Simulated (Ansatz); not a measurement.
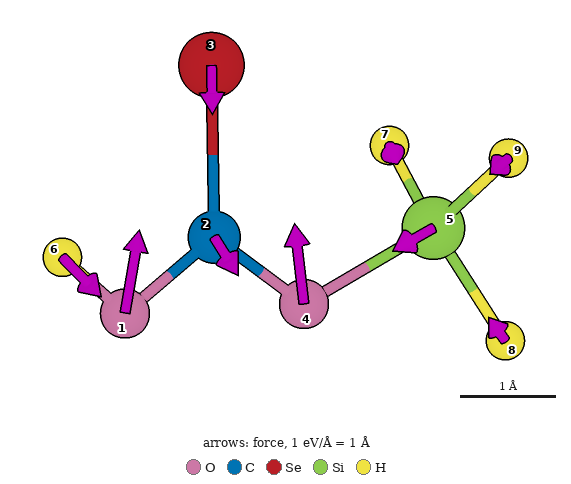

Starting geometry of CH4O2SeSi with the computed forces as purple arrows. The picture is a ball-and-stick view, seen at a tilt.

The start comes from PBE-D4/def2-SVP.

Method: Ansatz, RKS PBE0-D4/def2-TZVP. (force threshold 0.005 eV/Å; at most 150 steps)

Q: What follows when this structure is relaxed?

A: It isn't relaxed: the largest force vector, on O1, is 0.91 eV/Å. The final displacements follow the starting forces only in part (cosine between the two patterns 0.68). The atom that moves furthest after the best rigid fit is O1 (0.039 Å). By element the largest moves are O 0.039 Å, H 0.036 Å, Si 0.022 Å, C 0.022 Å, Se 0.007 Å. Some distances before and after: O4–Si5 1.745 → 1.704 Å, Si5–H7 1.495 → 1.476 Å, C2–O4 1.320 → 1.302 Å, C2–Se3 1.817 → 1.800 Å. After 6 geometry steps the energy has fallen by 0.055 eV. The largest force component goes from 0.7 to 0.0048 eV/Å. Cost: 30 s on 4 threads of Arm Neoverse V2 (shared host).
